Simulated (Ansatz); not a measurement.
**BSi₂ (quartet): wB97M-V, B2PLYP, RPA-PBE over vertical spin and charge gaps and displaced geometries, cc-pVDZ**

Aim: run BSi₂ (quartet) with these functionals over vertical spin and charge gaps and displaced geometries, and hold them against the top wave-function level at the same points.

Program: Ansatz 0.2.0, Gaussian basis. Level of theory: cc-pVDZ, all electrons in the functionals, frozen cores in the correlation of double hybrids and RPA. These are calculated values, not measurements.

The runs, in order: wB97M-V, B2PLYP, RPA-PBE, at charge 0, quartet; charge 0, doublet; charge 0, sextet; charge 1, triplet; charge 1, quintet; displaced geometry v1; displaced geometry v2.

20 further runs of the same task are left out: 9 that didn't finish, 11 set aside as unsound or not needed. Runs told in other sessions of the task aren't counted.

### Step 1. The system

The geometry is a PBE0/def2-TZVP stationary point (not a proven minimum).

3 atoms, charge 0, spin multiplicity 4.

Atoms are counted from 1 here; the program's logs count them from 0.

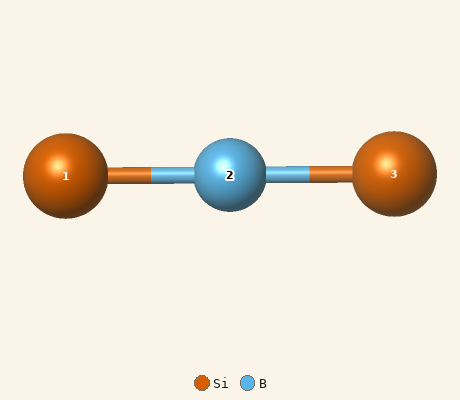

The structure; silicon orange, boron blue; atoms are numbered from 1 in the order of the file.

No dispersion term is added; wB97M-V holds VV10 nonlocal correlation.

The geometry shown and the zero of energy belong to the point charge 0, quartet. The yardstick, UCCSD(T), and other wave-function levels (R restricted, U unrestricted, valence and pair active spaces) come from earlier runs.

### Step 2. wB97M-V, charge 0, quartet

Input file in.yaml:

```yaml
crystal:
  periodic: [false, false, false]
  atoms:
    - {symbol: Si, position_ang: [0.000000, 0.000000, 1.954501]}
    - {symbol: B, position_ang: [0.000000, 0.000000, 0.000000]}
    - {symbol: Si, position_ang: [0.000000, 0.000000, -1.954501]}
basis:
  gaussian: {orbitals: cc-pVDZ}
magnetization: {spin_polarized: true, initial_magnetization: 3}
hamiltonian: {xc: {name: wB97M-V}}
output: {forces: true, orbitals: {seedname: orbitals}}
```

Started as:

```console
ansatz run in.yaml --threads 1 --pin off --events-out ev --progress --plain --max-ram 2393MiB
```

Output, cut to the lines that bear on the results:

```text
Functional definition: wB97M-V
  name "wB97M-V"
  cite "Mardirossian & Head-Gordon, J. Chem. Phys. 144, 214110 (2016) doi:10.1063/1.4952647"
  cite "Becke, J. Chem. Phys. 107, 8554 (1997) doi:10.1063/1.475007"
  cite "Vydrov & Van Voorhis, J. Chem. Phys. 133, 244103 (2010) doi:10.1063/1.3521275"
  # Of w^i u^j: cxij and so on, Table III.
[...]
  gx(w, u) = 1 - cx + cx01*u + cx10*w
  gss(w, u) = css00 + css04*u^4 + css10*w + css20*w^2 + css43*w^4*u^3
  gos(w, u) = cos00 + cos10*w + (cos20 + cos21*u)*w^2 + (cos60 + cos61*u)*w^6
[...]
      + integral(e_c_pw_mod_opposite_spin*gos(b97_w_opposite, b97_u_opposite)) + vv10(b, c)
503 factors; integrals over basis functions are off by at most 9.8e-4 eV
172 factors; integrals over basis functions are off by at most 1.7e-5 eV
[...]
mean field -16424.22933985 eV, -603.5792954971 hartree, gradient 1.4e-5 eV, S^2 3.754967; 5 other end points of the search recorded, 0 dependent functions left out
[...]
reference -16424.22937116 eV, -603.5792966475 hartree; 18, 15 occupied and 32, 35 virtual orbitals, 503 factors
Total energy: -16424.22937116 eV, -603.5792966475 hartree
Atom 0 at     0.000000     0.000000     1.954501 Å, force    -0.000000     0.000000     0.060092 eV/Å
Atom 1 at     0.000000     0.000000     0.000000 Å, force     0.000000    -0.000000     0.000000 eV/Å
Atom 2 at     0.000000     0.000000    -1.954501 Å, force     0.000000    -0.000000    -0.060092 eV/Å
Dipole moment:     0.000000     0.000000    -0.000000 e Å
```

Wall time 12 s (1 thread of Intel Xeon Platinum 8488C, shared host).

From the report: ⟨S²⟩ of the determinant 3.755 (pure quartet: 3.75).

### Step 3. wB97M-V, charge 0, doublet

Edit in.yaml of step 2 so:

```diff
@@ -8,4 +8,4 @@
   gaussian: {orbitals: cc-pVDZ}
-magnetization: {spin_polarized: true, initial_magnetization: 3}
+magnetization: {spin_polarized: true, initial_magnetization: 1}
 hamiltonian: {xc: {name: wB97M-V}}
-output: {forces: true, orbitals: {seedname: orbitals}}
+output: {orbitals: {seedname: orbitals}}
```

The command is unchanged.

Output, cut to the lines that bear on the results:

```text
Functional definition: wB97M-V
  name "wB97M-V"
  cite "Mardirossian & Head-Gordon, J. Chem. Phys. 144, 214110 (2016) doi:10.1063/1.4952647"
  cite "Becke, J. Chem. Phys. 107, 8554 (1997) doi:10.1063/1.475007"
  cite "Vydrov & Van Voorhis, J. Chem. Phys. 133, 244103 (2010) doi:10.1063/1.3521275"
  # Of w^i u^j: cxij and so on, Table III.
[...]
  gx(w, u) = 1 - cx + cx01*u + cx10*w
  gss(w, u) = css00 + css04*u^4 + css10*w + css20*w^2 + css43*w^4*u^3
  gos(w, u) = cos00 + cos10*w + (cos20 + cos21*u)*w^2 + (cos60 + cos61*u)*w^6
[...]
      + integral(e_c_pw_mod_opposite_spin*gos(b97_w_opposite, b97_u_opposite)) + vv10(b, c)
503 factors; integrals over basis functions are off by at most 9.8e-4 eV
172 factors; integrals over basis functions are off by at most 1.7e-5 eV
[...]
mean field -16424.82919700 eV, -603.6013398407 hartree, gradient 2.0e-5 eV, S^2 1.027746; 9 other end points of the search recorded, 0 dependent functions left out
reference -16424.82922911 eV, -603.6013410207 hartree; 17, 16 occupied and 33, 34 virtual orbitals, 503 factors
Total energy: -16424.82922911 eV, -603.6013410207 hartree
```

Wall time 19 s (1 thread of Intel Xeon Platinum 8488C, shared host).

From the report: ⟨S²⟩ of the determinant 1.028 (pure doublet: 0.75).

From charge 0, quartet: -13.8 kcal/mol.

### Step 4. wB97M-V, charge 0, sextet

Edit in.yaml of step 3 so:

```diff
@@ -8,3 +8,3 @@
   gaussian: {orbitals: cc-pVDZ}
-magnetization: {spin_polarized: true, initial_magnetization: 1}
+magnetization: {spin_polarized: true, initial_magnetization: 5}
 hamiltonian: {xc: {name: wB97M-V}}
```

Same command.

Output, cut to the lines that bear on the results:

```text
Functional definition: wB97M-V
  name "wB97M-V"
  cite "Mardirossian & Head-Gordon, J. Chem. Phys. 144, 214110 (2016) doi:10.1063/1.4952647"
  cite "Becke, J. Chem. Phys. 107, 8554 (1997) doi:10.1063/1.475007"
  cite "Vydrov & Van Voorhis, J. Chem. Phys. 133, 244103 (2010) doi:10.1063/1.3521275"
  # Of w^i u^j: cxij and so on, Table III.
[...]
  gx(w, u) = 1 - cx + cx01*u + cx10*w
  gss(w, u) = css00 + css04*u^4 + css10*w + css20*w^2 + css43*w^4*u^3
  gos(w, u) = cos00 + cos10*w + (cos20 + cos21*u)*w^2 + (cos60 + cos61*u)*w^6
[...]
      + integral(e_c_pw_mod_opposite_spin*gos(b97_w_opposite, b97_u_opposite)) + vv10(b, c)
503 factors; integrals over basis functions are off by at most 9.8e-4 eV
172 factors; integrals over basis functions are off by at most 1.7e-5 eV
[...]
mean field -16422.75554715 eV, -603.5251346141 hartree, gradient 5.9e-6 eV, S^2 8.752252; 1 other end points of the search recorded, 0 dependent functions left out
reference -16422.75557729 eV, -603.5251357218 hartree; 19, 14 occupied and 31, 36 virtual orbitals, 503 factors
Total energy: -16422.75557729 eV, -603.5251357218 hartree
```

Wall time 6.5 s (1 thread of Intel Xeon Platinum 8488C, shared host).

From the report: ⟨S²⟩ of the determinant 8.752 (pure sextet: 8.75).

From charge 0, quartet: +34.0 kcal/mol.

### Step 5. wB97M-V, charge 1, triplet

Edit in.yaml of step 4 so:

```diff
@@ -8,3 +8,4 @@
   gaussian: {orbitals: cc-pVDZ}
-magnetization: {spin_polarized: true, initial_magnetization: 5}
+total_charge: 1
+magnetization: {spin_polarized: true, initial_magnetization: 2}
 hamiltonian: {xc: {name: wB97M-V}}
```

The command is unchanged.

Output, cut to the lines that bear on the results:

```text
Functional definition: wB97M-V
  name "wB97M-V"
  cite "Mardirossian & Head-Gordon, J. Chem. Phys. 144, 214110 (2016) doi:10.1063/1.4952647"
  cite "Becke, J. Chem. Phys. 107, 8554 (1997) doi:10.1063/1.475007"
  cite "Vydrov & Van Voorhis, J. Chem. Phys. 133, 244103 (2010) doi:10.1063/1.3521275"
  # Of w^i u^j: cxij and so on, Table III.
[...]
  gx(w, u) = 1 - cx + cx01*u + cx10*w
  gss(w, u) = css00 + css04*u^4 + css10*w + css20*w^2 + css43*w^4*u^3
  gos(w, u) = cos00 + cos10*w + (cos20 + cos21*u)*w^2 + (cos60 + cos61*u)*w^6
[...]
      + integral(e_c_pw_mod_opposite_spin*gos(b97_w_opposite, b97_u_opposite)) + vv10(b, c)
503 factors; integrals over basis functions are off by at most 9.8e-4 eV
172 factors; integrals over basis functions are off by at most 1.7e-5 eV
[...]
mean field -16417.52670902 eV, -603.3329783570 hartree, gradient 8.0e-6 eV, S^2 2.004373; 4 other end points of the search recorded, 0 dependent functions left out
reference -16417.52674299 eV, -603.3329796055 hartree; 17, 15 occupied and 33, 35 virtual orbitals, 503 factors
Total energy: -16417.52674299 eV, -603.3329796055 hartree
```

Wall time 12 s (1 thread of Intel Xeon Platinum 8488C, shared host).

From the report: ⟨S²⟩ of the determinant 2.004 (pure triplet: 2.00).

From charge 0, quartet: +154.6 kcal/mol.

### Step 6. wB97M-V, charge 1, quintet

Edit in.yaml of step 5 so:

```diff
@@ -9,3 +9,3 @@
 total_charge: 1
-magnetization: {spin_polarized: true, initial_magnetization: 2}
+magnetization: {spin_polarized: true, initial_magnetization: 4}
 hamiltonian: {xc: {name: wB97M-V}}
```

Launched as before.

Output, cut to the lines that bear on the results:

```text
Functional definition: wB97M-V
  name "wB97M-V"
  cite "Mardirossian & Head-Gordon, J. Chem. Phys. 144, 214110 (2016) doi:10.1063/1.4952647"
  cite "Becke, J. Chem. Phys. 107, 8554 (1997) doi:10.1063/1.475007"
  cite "Vydrov & Van Voorhis, J. Chem. Phys. 133, 244103 (2010) doi:10.1063/1.3521275"
  # Of w^i u^j: cxij and so on, Table III.
[...]
  gx(w, u) = 1 - cx + cx01*u + cx10*w
  gss(w, u) = css00 + css04*u^4 + css10*w + css20*w^2 + css43*w^4*u^3
  gos(w, u) = cos00 + cos10*w + (cos20 + cos21*u)*w^2 + (cos60 + cos61*u)*w^6
[...]
      + integral(e_c_pw_mod_opposite_spin*gos(b97_w_opposite, b97_u_opposite)) + vv10(b, c)
503 factors; integrals over basis functions are off by at most 9.8e-4 eV
172 factors; integrals over basis functions are off by at most 1.7e-5 eV
[...]
mean field -16415.82171578 eV, -603.2703210114 hartree, gradient 3.5e-6 eV, S^2 6.002823; 1 other end points of the search recorded, 0 dependent functions left out
reference -16415.82174854 eV, -603.2703222152 hartree; 18, 14 occupied and 32, 36 virtual orbitals, 503 factors
Total energy: -16415.82174854 eV, -603.2703222152 hartree
```

Wall time 6 s (1 thread of Intel Xeon Platinum 8488C, shared host).

From the report: ⟨S²⟩ of the determinant 6.003 (pure quintet: 6.00).

From charge 0, quartet: +193.9 kcal/mol.

### Step 7. wB97M-V, displaced geometry v1

Input file in.yaml:

```yaml
crystal:
  periodic: [false, false, false]
  atoms:
    - {symbol: Si, position_ang: [-0.015433, -0.009008, 1.976141]}
    - {symbol: B, position_ang: [-0.016266, -0.025151, 0.010487]}
    - {symbol: Si, position_ang: [0.031698, 0.034159, -1.986628]}
basis:
  gaussian: {orbitals: cc-pVDZ}
magnetization: {spin_polarized: true, initial_magnetization: 3}
hamiltonian: {xc: {name: wB97M-V}}
output: {orbitals: {seedname: orbitals}}
```

Same command.

Output, cut to the lines that bear on the results:

```text
Functional definition: wB97M-V
  name "wB97M-V"
  cite "Mardirossian & Head-Gordon, J. Chem. Phys. 144, 214110 (2016) doi:10.1063/1.4952647"
  cite "Becke, J. Chem. Phys. 107, 8554 (1997) doi:10.1063/1.475007"
  cite "Vydrov & Van Voorhis, J. Chem. Phys. 133, 244103 (2010) doi:10.1063/1.3521275"
  # Of w^i u^j: cxij and so on, Table III.
[...]
  gx(w, u) = 1 - cx + cx01*u + cx10*w
  gss(w, u) = css00 + css04*u^4 + css10*w + css20*w^2 + css43*w^4*u^3
  gos(w, u) = cos00 + cos10*w + (cos20 + cos21*u)*w^2 + (cos60 + cos61*u)*w^6
[...]
      + integral(e_c_pw_mod_opposite_spin*gos(b97_w_opposite, b97_u_opposite)) + vv10(b, c)
503 factors; integrals over basis functions are off by at most 9.7e-4 eV
172 factors; integrals over basis functions are off by at most 1.7e-5 eV
[...]
mean field -16424.21686129 eV, -603.5788369183 hartree, gradient 8.2e-6 eV, S^2 3.754991; 4 other end points of the search recorded, 0 dependent functions left out
reference -16424.21689270 eV, -603.5788380727 hartree; 18, 15 occupied and 32, 35 virtual orbitals, 503 factors
Total energy: -16424.21689270 eV, -603.5788380727 hartree
```

Wall time 15 s (1 thread of Intel Xeon Platinum 8488C, shared host).

From the report: ⟨S²⟩ of the determinant 3.755 (pure quartet: 3.75).

From charge 0, quartet: +0.3 kcal/mol.

### Step 8. wB97M-V, displaced geometry v2

Input file in.yaml:

```yaml
crystal:
  periodic: [false, false, false]
  atoms:
    - {symbol: Si, position_ang: [0.084376, 0.005225, 1.949499]}
    - {symbol: B, position_ang: [-0.080498, 0.013599, 0.006591]}
    - {symbol: Si, position_ang: [-0.003878, -0.018825, -1.956090]}
basis:
  gaussian: {orbitals: cc-pVDZ}
magnetization: {spin_polarized: true, initial_magnetization: 3}
hamiltonian: {xc: {name: wB97M-V}}
output: {orbitals: {seedname: orbitals}}
```

Same command.

Output, cut to the lines that bear on the results:

```text
Functional definition: wB97M-V
  name "wB97M-V"
  cite "Mardirossian & Head-Gordon, J. Chem. Phys. 144, 214110 (2016) doi:10.1063/1.4952647"
  cite "Becke, J. Chem. Phys. 107, 8554 (1997) doi:10.1063/1.475007"
  cite "Vydrov & Van Voorhis, J. Chem. Phys. 133, 244103 (2010) doi:10.1063/1.3521275"
  # Of w^i u^j: cxij and so on, Table III.
[...]
  gx(w, u) = 1 - cx + cx01*u + cx10*w
  gss(w, u) = css00 + css04*u^4 + css10*w + css20*w^2 + css43*w^4*u^3
  gos(w, u) = cos00 + cos10*w + (cos20 + cos21*u)*w^2 + (cos60 + cos61*u)*w^6
[...]
      + integral(e_c_pw_mod_opposite_spin*gos(b97_w_opposite, b97_u_opposite)) + vv10(b, c)
503 factors; integrals over basis functions are off by at most 9.7e-4 eV
172 factors; integrals over basis functions are off by at most 1.7e-5 eV
[...]
mean field -16424.22423508 eV, -603.5791079001 hartree, gradient 7.9e-6 eV, S^2 3.755042; 7 other end points of the search recorded, 0 dependent functions left out
reference -16424.22426637 eV, -603.5791090499 hartree; 18, 15 occupied and 32, 35 virtual orbitals, 503 factors
Total energy: -16424.22426637 eV, -603.5791090499 hartree
```

Run time: 20 s. Hardware: 1 thread of Intel Xeon Platinum 8488C, shared host.

From the report: ⟨S²⟩ of the determinant 3.755 (pure quartet: 3.75).

From charge 0, quartet: +0.1 kcal/mol.

### Step 9. B2PLYP, charge 0, quartet

Input file in.yaml:

```yaml
crystal:
  periodic: [false, false, false]
  atoms:
    - {symbol: Si, position_ang: [0.000000, 0.000000, 1.954501]}
    - {symbol: B, position_ang: [0.000000, 0.000000, 0.000000]}
    - {symbol: Si, position_ang: [0.000000, 0.000000, -1.954501]}
basis:
  gaussian: {orbitals: cc-pVDZ}
magnetization: {spin_polarized: true, initial_magnetization: 3}
hamiltonian: {xc: {name: B2PLYP}}
correlation: {electrons: outside_noble_gas}
```

Same command.

Output, cut to the lines that bear on the results:

```text
Functional definition: B2PLYP
  name "B2PLYP"
  cite "Grimme, J. Chem. Phys. 124, 034108 (2006) doi:10.1063/1.2148954"
  cite "Becke, Phys. Rev. A 38, 3098 (1988) doi:10.1103/PhysRevA.38.3098"
  cite "Lee, Yang & Parr, Phys. Rev. B 37, 785 (1988) doi:10.1103/PhysRevB.37.785"
[...]
503 factors; integrals over basis functions are off by at most 9.8e-4 eV
[...]
mean field -16416.11525391 eV, -603.2811083385 hartree, gradient 4.0e-7 eV, S^2 3.765867; 6 other end points of the search recorded, 0 dependent functions left out
11 core orbitals not correlated: weight in the atoms' cores, before any rotation towards them, 1.000 or more for the frozen orbitals, at most 0.000 for the correlated occupied ones
reference -16416.11537970 eV, -603.2811129612 hartree; 7, 4 occupied and 32, 35 virtual orbitals, 503 factors
second order -6.39156453 eV of doubles, -0.00000000 eV of singles
Total energy: -16417.84110212 eV, -603.3445320905 hartree
```

It took 2.9 s on 1 thread of Intel Xeon Platinum 8488C, shared host.

From the report: ⟨S²⟩ of the determinant 3.766 (pure quartet: 3.75).

### Step 10. B2PLYP, charge 0, doublet

Edit in.yaml of step 9 so:

```diff
@@ -8,3 +8,3 @@
   gaussian: {orbitals: cc-pVDZ}
-magnetization: {spin_polarized: true, initial_magnetization: 3}
+magnetization: {spin_polarized: true, initial_magnetization: 1}
 hamiltonian: {xc: {name: B2PLYP}}
```

Launched as before.

Output, cut to the lines that bear on the results:

```text
Functional definition: B2PLYP
  name "B2PLYP"
  cite "Grimme, J. Chem. Phys. 124, 034108 (2006) doi:10.1063/1.2148954"
  cite "Becke, Phys. Rev. A 38, 3098 (1988) doi:10.1103/PhysRevA.38.3098"
  cite "Lee, Yang & Parr, Phys. Rev. B 37, 785 (1988) doi:10.1103/PhysRevB.37.785"
[...]
503 factors; integrals over basis functions are off by at most 9.8e-4 eV
[...]
mean field -16416.53900542 eV, -603.2966809196 hartree, gradient 3.2e-6 eV, S^2 1.279261; 14 other end points of the search recorded, 0 dependent functions left out
11 core orbitals not correlated: weight in the atoms' cores, before any rotation towards them, 1.000 or more for the frozen orbitals, at most 0.000 for the correlated occupied ones
reference -16416.53913418 eV, -603.2966856514 hartree; 6, 5 occupied and 33, 34 virtual orbitals, 503 factors
second order -7.25756220 eV of doubles, -0.00000000 eV of singles
Total energy: -16418.49867598 eV, -603.3686974840 hartree
```

Wall time 9.5 s (1 thread of Intel Xeon Platinum 8488C, shared host).

From the report: ⟨S²⟩ of the determinant 1.279 (pure doublet: 0.75). The determinant of B2PLYP (⟨S²⟩ 1.28) is far from a pure spin state, so its energy mixes those of several spin states; that is harmless only where they are near-degenerate.

From charge 0, quartet: -15.2 kcal/mol.

### Step 11. B2PLYP, charge 0, sextet

Edit in.yaml of step 10 so:

```diff
@@ -8,3 +8,3 @@
   gaussian: {orbitals: cc-pVDZ}
-magnetization: {spin_polarized: true, initial_magnetization: 1}
+magnetization: {spin_polarized: true, initial_magnetization: 5}
 hamiltonian: {xc: {name: B2PLYP}}
```

Launched as before.

Output, cut to the lines that bear on the results:

```text
Functional definition: B2PLYP
  name "B2PLYP"
  cite "Grimme, J. Chem. Phys. 124, 034108 (2006) doi:10.1063/1.2148954"
  cite "Becke, Phys. Rev. A 38, 3098 (1988) doi:10.1103/PhysRevA.38.3098"
  cite "Lee, Yang & Parr, Phys. Rev. B 37, 785 (1988) doi:10.1103/PhysRevB.37.785"
[...]
503 factors; integrals over basis functions are off by at most 9.8e-4 eV
[...]
mean field -16414.79483605 eV, -603.2325838773 hartree, gradient 2.3e-6 eV, S^2 8.752697; 2 other end points of the search recorded, 0 dependent functions left out
11 core orbitals not correlated: weight in the atoms' cores, before any rotation towards them, 1.000 or more for the frozen orbitals, at most 0.000 for the correlated occupied ones
reference -16414.79495980 eV, -603.2325884251 hartree; 8, 3 occupied and 31, 36 virtual orbitals, 503 factors
second order -7.16889214 eV of doubles, -0.00000000 eV of singles
Total energy: -16416.73056068 eV, -603.3037204453 hartree
```

Run time: 2.8 s. Hardware: 1 thread of Intel Xeon Platinum 8488C, shared host.

From the report: ⟨S²⟩ of the determinant 8.753 (pure sextet: 8.75).

From charge 0, quartet: +25.6 kcal/mol.

### Step 12. B2PLYP, charge 1, triplet

Edit in.yaml of step 11 so:

```diff
@@ -8,3 +8,4 @@
   gaussian: {orbitals: cc-pVDZ}
-magnetization: {spin_polarized: true, initial_magnetization: 5}
+total_charge: 1
+magnetization: {spin_polarized: true, initial_magnetization: 2}
 hamiltonian: {xc: {name: B2PLYP}}
```

Launched as before.

Output, cut to the lines that bear on the results:

```text
Functional definition: B2PLYP
  name "B2PLYP"
  cite "Grimme, J. Chem. Phys. 124, 034108 (2006) doi:10.1063/1.2148954"
  cite "Becke, Phys. Rev. A 38, 3098 (1988) doi:10.1103/PhysRevA.38.3098"
  cite "Lee, Yang & Parr, Phys. Rev. B 37, 785 (1988) doi:10.1103/PhysRevB.37.785"
[...]
503 factors; integrals over basis functions are off by at most 9.8e-4 eV
[...]
mean field -16409.35810302 eV, -603.0327876236 hartree, gradient 1.1e-6 eV, S^2 2.008156; 11 other end points of the search recorded, 0 dependent functions left out
11 core orbitals not correlated: weight in the atoms' cores, before any rotation towards them, 1.000 or more for the frozen orbitals, at most 0.000 for the correlated occupied ones
reference -16409.35822927 eV, -603.0327922630 hartree; 6, 4 occupied and 33, 35 virtual orbitals, 503 factors
second order -6.23775529 eV of doubles, -0.00000000 eV of singles
Total energy: -16411.04242320 eV, -603.0946852484 hartree
```

It took 8.5 s on 1 thread of Intel Xeon Platinum 8488C, shared host.

From the report: ⟨S²⟩ of the determinant 2.008 (pure triplet: 2.00).

From charge 0, quartet: +156.8 kcal/mol.

### Step 13. B2PLYP, charge 1, quintet

Edit in.yaml of step 12 so:

```diff
@@ -9,3 +9,3 @@
 total_charge: 1
-magnetization: {spin_polarized: true, initial_magnetization: 2}
+magnetization: {spin_polarized: true, initial_magnetization: 4}
 hamiltonian: {xc: {name: B2PLYP}}
```

Launched as before.

Output, cut to the lines that bear on the results:

```text
Functional definition: B2PLYP
  name "B2PLYP"
  cite "Grimme, J. Chem. Phys. 124, 034108 (2006) doi:10.1063/1.2148954"
  cite "Becke, Phys. Rev. A 38, 3098 (1988) doi:10.1103/PhysRevA.38.3098"
  cite "Lee, Yang & Parr, Phys. Rev. B 37, 785 (1988) doi:10.1103/PhysRevB.37.785"
[...]
503 factors; integrals over basis functions are off by at most 9.8e-4 eV
[...]
mean field -16407.91102387 eV, -602.9796084456 hartree, gradient 1.0e-6 eV, S^2 6.005672; 4 other end points of the search recorded, 0 dependent functions left out
11 core orbitals not correlated: weight in the atoms' cores, before any rotation towards them, 1.000 or more for the frozen orbitals, at most 0.000 for the correlated occupied ones
reference -16407.91115184 eV, -602.9796131483 hartree; 7, 3 occupied and 32, 36 virtual orbitals, 503 factors
second order -6.53261981 eV of doubles, -0.00000000 eV of singles
Total energy: -16409.67495918 eV, -603.0444318729 hartree
```

Run time: 2.8 s. Hardware: 1 thread of Intel Xeon Platinum 8488C, shared host.

From the report: ⟨S²⟩ of the determinant 6.006 (pure quintet: 6.00).

From charge 0, quartet: +188.3 kcal/mol.

[end of part 1 of 2]
